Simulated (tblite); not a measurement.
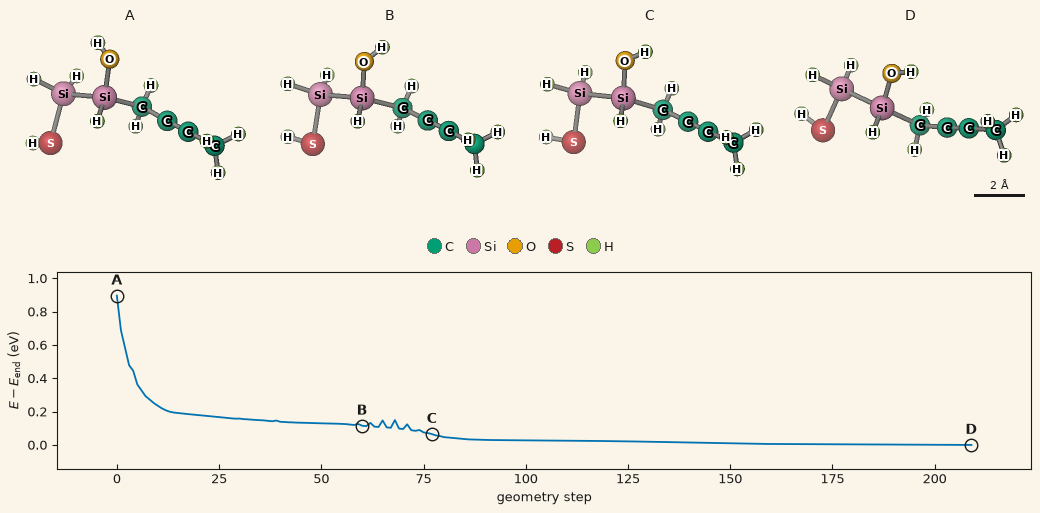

Frames of a relaxation of C4H10OSSi2, marked on the history of the run. Style: ball-and-stick. Shown at a tilt.

All numbers below come from tblite, GFN2-xTB geometry optimisation, gas phase. 

> Describe the path.

An H atom moves most after the best rigid fit: 2.02 Å. Largest moves by element: H 2.02 Å, S 0.85 Å, C 0.77 Å, O 0.62 Å, Si 0.47 Å. Among the contacts that change: O–Si 1.737 → 1.631 Å, H–S 1.411 → 1.321 Å, C–Si 1.854 → 1.921 Å, H–O 1.003 → 0.954 Å. Among the angles between lasting bonds that change: Si–S–H 111.2° → 96.5°, Si–O–H 107.6° → 120.9°, Si–Si–H 105.9° → 117.6°. Groups turn about O–Si by about 150°, C–Si by about 30°. After 209 geometry steps the energy has fallen by 0.896 eV. The run took 3.4 s on 1 thread of Arm Neoverse N1, with other jobs on the host. From step 0 to 60: an H atom moves most (1.07 Å), energy −0.781 eV. From step 60 to 77: an H atom moves most (0.42 Å), energy −0.050 eV. From step 77 to 209: an H atom moves most (1.00 Å), energy −0.066 eV.

| step | E − E(0), eV |
| --- | --- |
| 0 | 0.0000 |
| 1 | -0.2079 |
| 2 | -0.3134 |
| 3 | -0.4180 |
| 4 | -0.4508 |
| 5 | -0.5328 |
| 6 | -0.5675 |
| 7 | -0.6026 |
| 8 | -0.6228 |
| 9 | -0.6438 |
| 10 | -0.6606 |
| 20 | -0.7166 |
| 31 | -0.7411 |
| 41 | -0.7583 |
| 52 | -0.7670 |
| 62 | -0.7636 |
| 73 | -0.8113 |
| 83 | -0.8559 |
| 94 | -0.8673 |
| 104 | -0.8694 |
| 115 | -0.8716 |
| 125 | -0.8749 |
| 136 | -0.8800 |
| 146 | -0.8849 |
| 157 | -0.8895 |
| 167 | -0.8915 |
| 178 | -0.8929 |
| 188 | -0.8945 |
| 199 | -0.8955 |
| 209 | -0.8961 |
